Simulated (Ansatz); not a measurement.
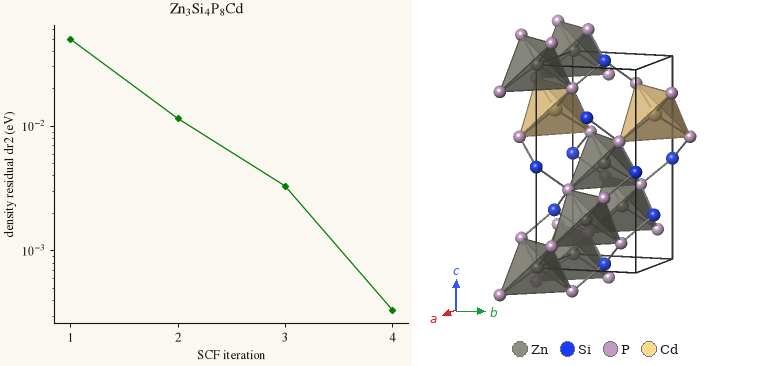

Beside the plot: the structure.

The plot shows the SCF iterations of a calculation: density residual dr2. The starting density is a sum of atomic densities corrected by a trained network.

Zn₃Si₄P₈Cd (16 atoms in the cell), run with Ansatz.

```
crystal:
  lattice:
    - [5.407873, -0.000027, -0.000008]
    - [-0.000027, 5.407873, -0.000008]
    - [-0.000016, -0.000016, 10.455717]
  atoms:
    - { symbol: Zn, position: [0.000212, 0.008479, 0.002619] }
    - { symbol: Zn, position: [0.000368, 0.495847, 0.250041] }
    - { symbol: Zn, position: [0.500038, 0.500322, 0.496686] }
    - { symbol: Si, position: [0.004462, 0.001343, 0.496352] }
    - { symbol: Si, position: [0.501515, 0.998218, 0.251411] }
    - { symbol: Si, position: [0.505978, 0.505626, 0.998213] }
    - { symbol: Si, position: [0.991788, 0.504471, 0.750905] }
    - { symbol: P, position: [0.263003, 0.250509, 0.129224] }
    - { symbol: P, position: [0.226979, 0.260536, 0.624543] }
    - { symbol: P, position: [0.725259, 0.750219, 0.121907] }
    - { symbol: P, position: [0.743989, 0.229331, 0.372520] }
    - { symbol: P, position: [0.249795, 0.772194, 0.379253] }
    - { symbol: P, position: [0.253169, 0.727616, 0.876662] }
    - { symbol: P, position: [0.770072, 0.747409, 0.623357] }
    - { symbol: P, position: [0.750694, 0.268307, 0.874848] }
    - { symbol: Cd, position: [0.497586, 0.003812, 0.748344] }
kpoints:
  mp_grid: { grid: [2, 2, 2], shift: [0.5, 0.5, 0.5] }
hamiltonian:
  xc: pbesol
scf:
  occupations: { method: fermi_dirac, width: 0.01 }
  max_iter: 4
output:
  forces: true
  eigenvalues: true
  stress: true
```

Launched with:
```bash
ansatz run in.yaml --threads 8 --pin off --max-ram 118750MiB --runs-dir r --events-out ev --progress --plain --backend cuda --devices 0,
```

### How did this run end?

It did not converge: it stopped after 4 iterations. The residual is still falling at the last step (down to 3 × 10⁻⁴).

### What is the residual at the start and at the end?

It starts near 0.05 and ends near 3 × 10⁻⁴ eV.
